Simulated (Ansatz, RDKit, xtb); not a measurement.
**Isomers of C5H5NOSi, a sample narrowed down**

A sample of isomers of C5H5NOSi is drawn. Aim: find which of them has the lowest free energy at 298.15 K, then its properties. The sample is small against all isomers, and the most stable one of this formula need not be in it.

The funnel: GFN2-xTB relaxations, single points with a density functional, relaxations at PBE0-D3(BJ)/def2-SVP, harmonic vibrations (at GFN2-xTB), and a last energy at a higher level. All values are calculated.

## Step 1: Candidates

Isomers were taken from a list of plausible structures; this is a sample, not all of them. That gives 6 candidates.

```
label              SMILES     spin
 c049    N#Cc1occc1[SiH3]  singlet
 c133  N#Cc1coc([SiH3])c1  singlet
 c389  N#Cc1ccc([SiH3])o1  singlet
 c698    N#Cc1ccoc1[SiH3]  singlet
 c743    N#Cc1cocc1[SiH3]  singlet
 c753  N#Cc1cc([SiH3])co1  singlet
```

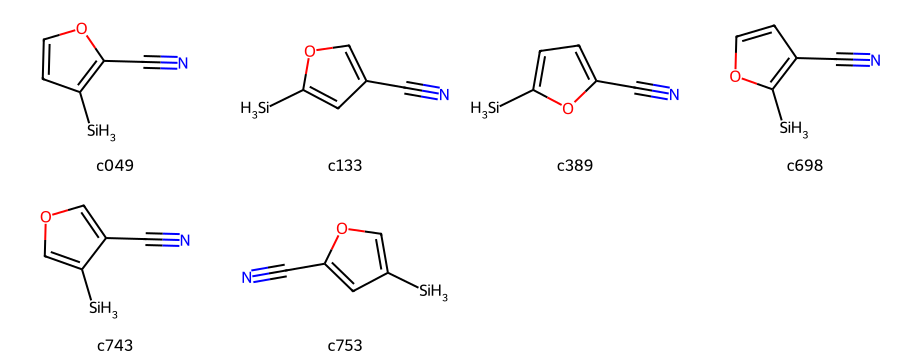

Structural formulas of the candidates.

Candidates are built by distance geometry, with a force field where one applies, in up to four conformers (letters a to d).

## Step 2: Search with GFN2-xTB

All 6 starts are relaxed the same way. One of them, c389a (taken from a list of positional isomers, embedded by distance geometry and MMFF94), in full:

The input, start.xyz:

```xyz
13
c389a
C     -0.436812     2.686652     3.348467
C     -0.947620     2.414016     2.040259
C     -2.046502     2.922023     1.371419
C     -2.034572     2.304598     0.094597
C     -0.941437     1.386888     0.088526
N     -0.023326     2.903678     4.422149
O     -0.320531     1.486889     1.293288
Si    -0.347849     0.156883    -1.147698
H     -2.695808     3.750546     1.696401
H     -2.692810     2.450464    -0.691624
H     -1.188155     0.280982    -2.388319
H     -0.408003    -1.209822    -0.597037
H      1.077672     0.491627    -1.507619
```

Started as:

```console
xtb start.xyz --gfn 2 --opt
```

What it wrote, cut to the lines that bear on the results:

```text
* xtb version 6.7.1
[...]
          :  # basis functions                  43          :
[...]
          :  # electrons                        40          :
[...]
          :  Hamiltonian                  GFN2-xTB          :
[...]
          :  net charge                          0          :
          :  unpaired electrons                  0          :
[...]
   *** convergence criteria satisfied after 13 iterations ***
[...]
   *** GEOMETRY OPTIMIZATION CONVERGED AFTER 7 ITERATIONS ***
[...]
   *** convergence criteria satisfied after 3 iterations ***
[...]
         ::                     SUMMARY                     ::
         :::::::::::::::::::::::::::::::::::::::::::::::::::::
         :: total energy             -21.917524976203 Eh    ::
         :: gradient norm              0.000747980797 Eh/a0 ::
         :: HOMO-LUMO gap              3.544649430981 eV    ::
         ::.................................................::
         :: SCC energy               -22.257761885744 Eh    ::
         :: -> isotropic ES            0.026221522444 Eh    ::
         :: -> anisotropic ES          0.004684817864 Eh    ::
         :: -> anisotropic XC          0.020269369489 Eh    ::
         :: -> dispersion             -0.010195891246 Eh    ::
         :: repulsion energy           0.340236909541 Eh    ::
         :: add. restraining           0.000000000000 Eh    ::
         :: total charge              -0.000000000000 e     ::
         :::::::::::::::::::::::::::::::::::::::::::::::::::::
[...]
        20        2.0000           -0.4070098             -11.0753 (HOMO)
        21                         -0.2767464              -7.5307 (LUMO)
[...]
     #   Z          covCN         q      C6AA      α(0)
     1   6 C        1.894     0.107    28.466     8.617
     2   6 C        3.105     0.119    25.258     8.235
     3   6 C        3.004    -0.048    29.182     8.861
     4   6 C        3.025    -0.059    29.441     8.900
     5   6 C        2.984     0.004    27.925     8.668
     6   7 N        0.911    -0.215    25.694     7.331
     7   8 O        1.734    -0.190    17.169     5.595
     8  14 Si       3.641     0.441    99.076    19.089
     9   1 H        0.926     0.045     2.381     2.413
    10   1 H        0.926     0.036     2.500     2.473
    11   1 H        0.919    -0.087     5.128     3.542
    12   1 H        0.919    -0.076     4.806     3.429
    13   1 H        0.919    -0.076     4.800     3.427
[...]
     #   Z sym  total        # sym  WBO       # sym  WBO       # sym  WBO
 ---------------------------------------------------------------------------
     1   6 C    3.955 --     6 N    2.787     2 C    1.114
     2   6 C    3.916 --     3 C    1.465     1 C    1.114     7 O    1.098
                             5 C    0.129
     3   6 C    3.987 --     2 C    1.465     4 C    1.351     9 H    0.973
     4   6 C    3.986 --     5 C    1.543     3 C    1.351    10 H    0.976
     5   6 C    3.865 --     4 C    1.543     7 O    1.161     8 Si   0.872
                             2 C    0.129
     6   7 N    3.000 --     1 C    2.787
     7   8 O    2.444 --     5 C    1.161     2 C    1.098
     8  14 Si   3.627 --    11 H    0.901    13 H    0.900    12 H    0.900
                             5 C    0.872
     9   1 H    0.998 --     3 C    0.973
    10   1 H    0.998 --     4 C    0.976
[...]
molecular dipole:
                 x           y           z       tot (Debye)
 q only:       -0.335      -0.484      -1.435
   full:       -0.559      -0.407      -1.649       4.545
molecular quadrupole (traceless):
[...]
          | TOTAL ENERGY              -21.917524976203 Eh   |
          | GRADIENT NORM               0.000747980797 Eh/α |
          | HOMO-LUMO GAP               3.544649430981 eV   |
           -------------------------------------------------
[...]
```

It took 0.18 s on 2 threads of Intel Xeon at 2.50GHz (Skylake/Cascade Lake), shared host.

## Step 3: The minima found

6 of the 6 relaxations converged. 6 distinct structures remain:

```
label  start        SMILES after     spin  energy (kcal/mol)
c698a  drawn    N#Cc1ccoc1[SiH3]  singlet                0.0
c133a  drawn  N#Cc1coc([SiH3])c1  singlet                0.8
c743a  drawn    N#Cc1cocc1[SiH3]  singlet                1.3
c389a  drawn  N#Cc1ccc([SiH3])o1  singlet                1.7
c049a  drawn    N#Cc1occc1[SiH3]  singlet                2.5
c753a  drawn  N#Cc1cc([SiH3])co1  singlet                3.2
```

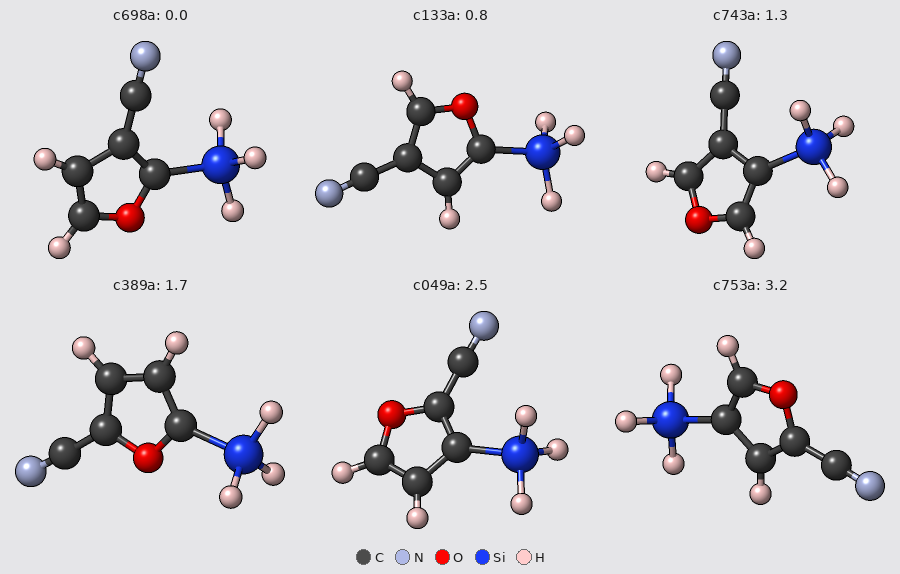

The 6 lowest minima that did not fall apart, with their GFN2-xTB energies in kcal/mol.

## Step 4: Single points on the low minima

A choice of the minima (the low ones first, few conformers of a pattern, up to a cap) and the lowest that fell apart get a single point at r2SCAN-D4/def2-SVP on the tight-binding geometry, and one at HF/STO-3G for comparison. The lowest singlets are also tried as triplets at the same geometry (label ending in t). The first, c698a:

The input, input.yaml:

```yaml
basis:
  gaussian:
    orbitals: def2-SVP
crystal:
  periodic: [false, false, false]
  atoms:
    - {symbol: C, position_ang: [-1.186652, 2.860138, 2.332290]}
    - {symbol: C, position_ang: [-0.606242, 1.976864, 1.412636]}
    - {symbol: C, position_ang: [0.673008, 1.360030, 1.503119]}
    - {symbol: C, position_ang: [0.782215, 0.597199, 0.383484]}
    - {symbol: C, position_ang: [-1.178347, 1.536152, 0.234132]}
    - {symbol: "N", position_ang: [-1.658855, 3.582219, 3.088141]}
    - {symbol: O, position_ang: [-0.319126, 0.698903, -0.375704]}
    - {symbol: Si, position_ang: [-2.834641, 1.897558, -0.578877]}
    - {symbol: H, position_ang: [1.389978, 1.477648, 2.289171]}
    - {symbol: H, position_ang: [1.569815, -0.039780, 0.031781]}
    - {symbol: H, position_ang: [-2.913663, 3.335584, -0.831074]}
    - {symbol: H, position_ang: [-3.893099, 1.469747, 0.334653]}
    - {symbol: H, position_ang: [-2.845658, 1.127835, -1.819806]}
output: {orbitals: {seedname: orbitals}}
hamiltonian:
  xc: r2scan
  dispersion: d4
scf:
  lower_state_search: off
```

Started as:

```console
ansatz run input.yaml --threads 2 --pin off --max-ram 5220MiB --events-out events.jsonl --progress --plain --runs-dir runs
```

What it wrote, cut to the lines that bear on the results:

```text
Warning: RAYON_NUM_THREADS=2 ignored (pool sized by the plan → 2); use --threads N
Functional definition: r2SCAN
  name "r2SCAN"
[...]
1591 factors; their error is unknown
[...]
mean field -16664.77568536 eV, -612.4192106464 hartree, gradient 1.1e-6 eV, S^2 0.000000; 0 other end points of the search recorded, 0 dependent functions left out
reference -16664.77569566 eV, -612.4192110248 hartree; 32, 32 occupied and 109, 109 virtual orbitals, 1591 factors
Total energy: -16664.87326258 eV, -612.4227965431 hartree
Checks for a lower state left out: stability, starts, cluster_reference, orbital_swaps, neighbouring_geometries, increment
```

Run time: 4.5 s. Hardware: 2 threads of Intel Xeon at 2.50GHz (Skylake/Cascade Lake), shared host.

Relative energies in kcal/mol, each column from its lowest structure that stays in one piece:

```
 label              SMILES     spin  GFN2-xTB  HF/STO-3G  r2SCAN-D4/def2-SVP
 c743a    N#Cc1cocc1[SiH3]  singlet       1.3        1.1                 0.0
 c133a  N#Cc1coc([SiH3])c1  singlet       0.8        0.3                 1.0
 c698a    N#Cc1ccoc1[SiH3]  singlet       0.0        0.0                 1.3
 c049a    N#Cc1occc1[SiH3]  singlet       2.5        2.8                 1.7
 c753a  N#Cc1cc([SiH3])co1  singlet       3.2        3.2                 2.1
 c389a  N#Cc1ccc([SiH3])o1  singlet       1.7        1.8                 2.1
c698at    N#Cc1ccoc1[SiH3]  triplet         –          –                81.9
c133at  N#Cc1coc([SiH3])c1  triplet         –          –                85.2
c743at    N#Cc1cocc1[SiH3]  triplet         –          –                85.5
```

## Step 5: Third filter: density-functional geometries

6 candidates are relaxed at PBE0-D3(BJ)/def2-SVP (chosen among the lowest in one piece). The first, c743a:

The input, input.yaml:

```yaml
crystal:
  periodic: [false, false, false]
  atoms:
    - {symbol: C, position_ang: [-1.684634, 3.040951, 2.090311]}
    - {symbol: C, position_ang: [-0.725678, 2.496657, 1.224459]}
    - {symbol: C, position_ang: [0.576633, 2.894501, 1.074896]}
    - {symbol: C, position_ang: [0.282920, 1.251493, -0.291182]}
    - {symbol: C, position_ang: [-0.926726, 1.402131, 0.316894]}
    - {symbol: N, position_ang: [-2.476766, 3.476563, 2.795670]}
    - {symbol: O, position_ang: [1.188213, 2.140414, 0.156997]}
    - {symbol: Si, position_ang: [-2.512613, 0.432283, 0.063012]}
    - {symbol: H, position_ang: [1.141390, 3.670599, 1.553374]}
    - {symbol: H, position_ang: [0.606081, 0.558198, -1.042010]}
    - {symbol: H, position_ang: [-3.548035, 1.356617, -0.397942]}
    - {symbol: H, position_ang: [-2.887014, -0.178148, 1.338082]}
    - {symbol: H, position_ang: [-2.227063, -0.586635, -0.947390]}
basis:
  gaussian:
    orbitals: def2-SVP
relax:
  f_tol: 0.006
hamiltonian:
  xc: {name: PBE0}
  dispersion: d3bj
magnetization:
  spin_polarized: false
  initial_magnetization: 0
scf:
  lower_state_search: "off"
```

Started as:

```console
ansatz run input.yaml --threads 2 --pin off --max-ram 5220MiB --events-out events.jsonl --progress --plain --runs-dir runs
```

What it wrote, cut to the lines that bear on the results:

```text
Warning: RAYON_NUM_THREADS=2 ignored (pool sized by the plan → 2); use --threads N
[...]
Functional definition: PBE0
  name "PBE0"
[...]
1578 factors; integrals over basis functions are off by at most 4.0e-4 eV
[...]
mean field -16657.12521474 eV, -612.1380610368 hartree, gradient 3.4e-6 eV, S^2 0.000000; 0 other end points of the search recorded, 0 dependent functions left out
[...]
reference -16657.12524254 eV, -612.1380620585 hartree; 32, 32 occupied and 109, 109 virtual orbitals, 1578 factors
relax step   1: F+E_penalty+E_count = -16657.44936753 eV  Δ(F+E_penalty+E_count) = +0.000e0 eV  max|allowed force component| = 1.225e0 eV/Å  Δτ_max = 0.0000 Å  (17 SCF iters, accepted)
[...]
relax step   5: F+E_penalty+E_count = -16657.52019690 eV  Δ(F+E_penalty+E_count) = -2.672e-4 eV  max|allowed force component| = 4.237e-2 eV/Å  Δτ_max = 0.0157 Å  (23 SCF iters, accepted)
[...]
Atom 4 at    -0.940620     1.410277     0.330795 Å, force    -0.004863     0.003136     0.004422 eV/Å
Atom 5 at    -2.460564     3.542942     2.843768 Å, force    -0.002011    -0.000521     0.000215 eV/Å
Atom 6 at     1.177426     2.136424     0.158105 Å, force    -0.002031    -0.000796    -0.000119 eV/Å
Atom 7 at    -2.502850     0.421010     0.049239 Å, force     0.003110     0.000483    -0.000496 eV/Å
Atom 8 at     1.185865     3.680240     1.544576 Å, force     0.000373    -0.000115    -0.000363 eV/Å
Atom 9 at     0.612700     0.551377    -1.048384 Å, force     0.000667    -0.001121    -0.000745 eV/Å
Atom 10 at    -3.599191     1.311134    -0.430335 Å, force     0.000692     0.000058     0.000650 eV/Å
Atom 11 at    -2.929158    -0.242979     1.314765 Å, force     0.000739     0.000637    -0.000402 eV/Å
Atom 12 at    -2.197754    -0.609703    -0.986112 Å, force    -0.000332    -0.000309    -0.000696 eV/Å
Dipole moment:     0.557233    -0.307739    -0.494450 e Å
Checks for a lower state left out: stability, starts, cluster_reference, orbital_swaps, neighbouring_geometries, increment
```

Wall time 50 s (2 threads of Intel Xeon at 2.50GHz (Skylake/Cascade Lake), shared host).

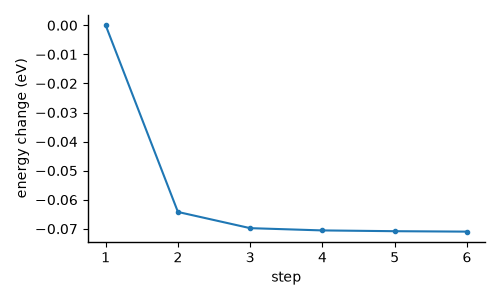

Energy along the run, all evaluated steps.

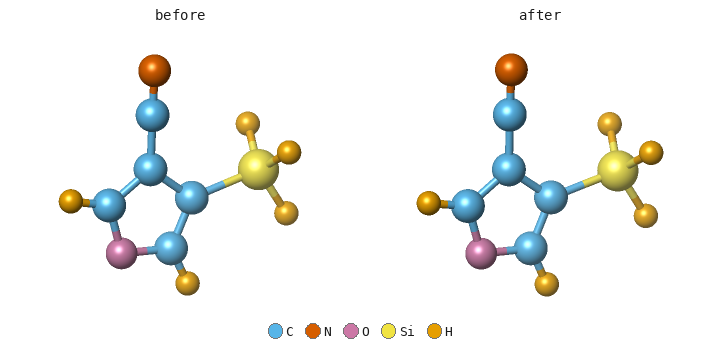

Before and after, at one scale.

After the run. Bond lengths: C1–C2 1.421 Å, C2–C3 1.370 Å, C2–C5 1.449 Å, C4–C5 1.365 Å, C1–N6 1.160 Å, C3–O7 1.337 Å, C4–O7 1.350 Å, C5–Si8 1.870 Å, C3–H9 1.087 Å, C4–H10 1.087 Å, Si8–H11 1.491 Å, Si8–H12 1.491 Å, Si8–H13 1.492 Å. Some angles: C1–C2–C3 126.6°, C1–C2–C5 126.7°, C3–C2–C5 106.7°, C2–C1–N6 178.9°, C2–C3–O7 109.9°, C2–C5–C4 104.0°, C2–C5–Si8 128.7°, C4–C5–Si8 127.3°, C5–C4–O7 111.6°, C3–O7–C4 107.8°.

## Step 6: The relaxed candidates

```
label     spin  r2SCAN-D4/def2-SVP (kcal/mol)  PBE0-D3(BJ)/def2-SVP, relaxed (kcal/mol)     time
c743a  singlet                            0.0                                       0.0     50 s
c133a  singlet                            1.0                                       1.3     65 s
c698a  singlet                            1.3                                       1.7     54 s
c753a  singlet                            2.1                                       2.0  2.9 min
c049a  singlet                            1.7                                       2.2     79 s
c389a  singlet                            2.1                                       2.9     65 s
```

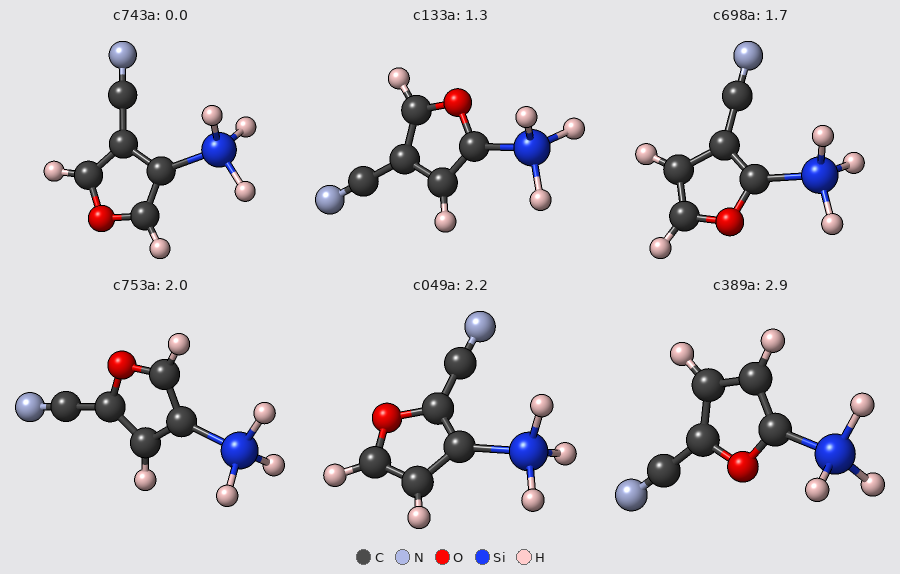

The relaxed structures, with energies at PBE0-D3(BJ)/def2-SVP in kcal/mol.

## Step 7: Vibrations and thermal terms

The lowest few in one piece go on as finalists. In this search the thermal terms come from GFN2-xTB at its own nearest minimum. The first, c743a:

The input, start.xyz:

```xyz
13
c743a
C     -1.669833     3.089478     2.126911
C     -0.719443     2.516130     1.239836
C      0.584994     2.903255     1.079446
C      0.265136     1.246037    -0.287438
C     -0.940620     1.410277     0.330795
N     -2.460564     3.542942     2.843768
O      1.177426     2.136424     0.158105
Si    -2.502850     0.421010     0.049239
H      1.185865     3.680240     1.544576
H      0.612700     0.551377    -1.048384
H     -3.599191     1.311134    -0.430335
H     -2.929158    -0.242979     1.314765
H     -2.197754    -0.609703    -0.986112
```

Started as:

```console
xtb start.xyz --gfn 2 --ohess tight
```

What it wrote, cut to the lines that bear on the results:

```text
* xtb version 6.7.1
[...]
          :  # basis functions                  43          :
[...]
          :  # electrons                        40          :
[...]
          :  Hamiltonian                  GFN2-xTB          :
[...]
          :  net charge                          0          :
          :  unpaired electrons                  0          :
[...]
   *** convergence criteria satisfied after 13 iterations ***
[...]
   *** GEOMETRY OPTIMIZATION CONVERGED AFTER 10 ITERATIONS ***
[...]
   *** convergence criteria satisfied after 3 iterations ***
[...]
         ::                     SUMMARY                     ::
         :::::::::::::::::::::::::::::::::::::::::::::::::::::
         :: total energy             -21.918156035306 Eh    ::
         :: gradient norm              0.000154260615 Eh/a0 ::
         :: HOMO-LUMO gap              4.194615067994 eV    ::
         ::.................................................::
         :: SCC energy               -22.259642854393 Eh    ::
         :: -> isotropic ES            0.025754052573 Eh    ::
         :: -> anisotropic ES          0.005868091340 Eh    ::
         :: -> anisotropic XC          0.020410181563 Eh    ::
         :: -> dispersion             -0.010951885282 Eh    ::
         :: repulsion energy           0.341486819087 Eh    ::
         :: add. restraining           0.000000000000 Eh    ::
         :: total charge              -0.000000000000 e     ::
         :::::::::::::::::::::::::::::::::::::::::::::::::::::
[...]
        20        2.0000           -0.4139508             -11.2642 (HOMO)
        21                         -0.2598015              -7.0696 (LUMO)
[...]
molecular dipole:
                 x           y           z       tot (Debye)
 q only:        0.243      -0.671      -0.699
   full:        0.821      -0.687      -0.939       3.619
molecular quadrupole (traceless):
[...]
          | TOTAL ENERGY              -21.918156035302 Eh   |
          | TOTAL ENTHALPY            -21.828011720298 Eh   |
          | TOTAL FREE ENERGY         -21.870786048139 Eh   |
          | GRADIENT NORM               0.000154384007 Eh/α |
[...]
```

It took 1.1 s on 2 threads of Intel Xeon at 2.50GHz (Skylake/Cascade Lake), shared host.

## Step 8: Zero-point energy and free-energy terms

As xtb prints them, at 298.15 K, with its own treatment of low modes:

```
label              SMILES     spin  lowest mode (cm⁻¹)  zero-point (kcal/mol)  G − E (kcal/mol)
c743a    N#Cc1cocc1[SiH3]  singlet                  49                   50.7              29.7
c133a  N#Cc1coc([SiH3])c1  singlet                  40                   50.7              29.6
c698a    N#Cc1ccoc1[SiH3]  singlet                 35i                   50.7              30.3
c753a  N#Cc1cc([SiH3])co1  singlet                  45                   50.7              29.7
c049a    N#Cc1occc1[SiH3]  singlet                 37i                   50.7              30.4
c389a  N#Cc1ccc([SiH3])o1  singlet                  39                   50.7              29.6
```

c698a, c049a keep an imaginary mode, a small one that points to a nearly free motion; the harmonic terms are rough for it.

## Step 9: Last filter: a higher level

Each finalist gets a single point at CCSD(T)/def2-SVP + MP2/def2-TZVPP - MP2/def2-SVP.

c743a, CCSD(T)/def2-SVP:

The input, input.yaml:

```yaml
basis:
  gaussian:
    orbitals: def2-SVP
crystal:
  periodic: [false, false, false]
  atoms:
    - {symbol: C, position_ang: [-1.669833, 3.089478, 2.126911]}
    - {symbol: C, position_ang: [-0.719443, 2.516130, 1.239836]}
    - {symbol: C, position_ang: [0.584994, 2.903255, 1.079446]}
    - {symbol: C, position_ang: [0.265136, 1.246037, -0.287438]}
    - {symbol: C, position_ang: [-0.940620, 1.410277, 0.330795]}
    - {symbol: "N", position_ang: [-2.460564, 3.542942, 2.843768]}
    - {symbol: O, position_ang: [1.177426, 2.136424, 0.158105]}
    - {symbol: Si, position_ang: [-2.502850, 0.421010, 0.049239]}
    - {symbol: H, position_ang: [1.185865, 3.680240, 1.544576]}
    - {symbol: H, position_ang: [0.612700, 0.551377, -1.048384]}
    - {symbol: H, position_ang: [-3.599191, 1.311134, -0.430335]}
    - {symbol: H, position_ang: [-2.929158, -0.242979, 1.314765]}
    - {symbol: H, position_ang: [-2.197754, -0.609703, -0.986112]}
total_charge: 0
correlation:
  method: ccsd_t
  frozen_orbitals: {C: 1, "N": 1, Si: 5, O: 1, H: 0}
```

Started as:

```console
ansatz run input.yaml --threads 2 --pin off --max-ram 5220MiB --events-out events.jsonl --progress --plain --runs-dir runs
```

What it wrote, cut to the lines that bear on the results:

```text
Warning: RAYON_NUM_THREADS=2 ignored (pool sized by the plan → 2); use --threads N
Functional definition: HF
  name "HF"
[...]
1427 factors; integrals over basis functions are off by at most 1.1e-3 eV
[...]
mean field -16602.22143331 eV, -610.1203842843 hartree, gradient 2.9e-6 eV, S^2 0.000000; 0 other end points of the search recorded, 0 dependent functions left out; unrestricted orbitals would lower it
12 core orbitals not correlated: weight in the atoms' cores, before any rotation towards them, 1.000 or more for the frozen orbitals, at most 0.000 for the correlated occupied ones
reference -16602.22143331 eV, -610.1203842843 hartree; 20, 20 occupied and 109, 109 virtual orbitals, 1427 factors
second order -29.20895647 eV of doubles, -0.00000000 eV of singles
cycle   1  -29.12231425 eV  change    8.7e-2 eV  update   1.5e-1
[...]
cycle  10  -30.30177996 eV  change    3.0e-5 eV  update   2.2e-5
perturbative correction -1.28228324 eV, -0.0471230398 hartree
Total energy: -16633.80549651 eV, -611.2810771985 hartree
```

Run time: 68 s. Hardware: 2 threads of Intel Xeon at 2.50GHz (Skylake/Cascade Lake), shared host; peak memory 1.1 GiB.

(Part 1 of 2 ends here.)
